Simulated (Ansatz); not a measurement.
Consider PbSe in the rock salt structure (space group Fm-3m, No. 225; a = 6.178 Å).

The change: every Se is replaced by Te, then cell and atoms are relaxed.

Method: Kohn–Sham DFT with the r2SCAN functional, run in Ansatz (an electronic-structure program) with PAW and 500 eV plane waves, no spin-orbit coupling.

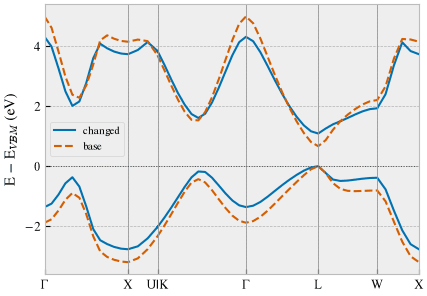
*Highest valence and lowest conduction band along the path, each from its own valence-band maximum*

The gap is 1.09 eV, direct at L; the base has 0.67 eV.

With Pb and Te present, leaving out spin-orbit coupling can change the band edges. No phonon test of stability was made.
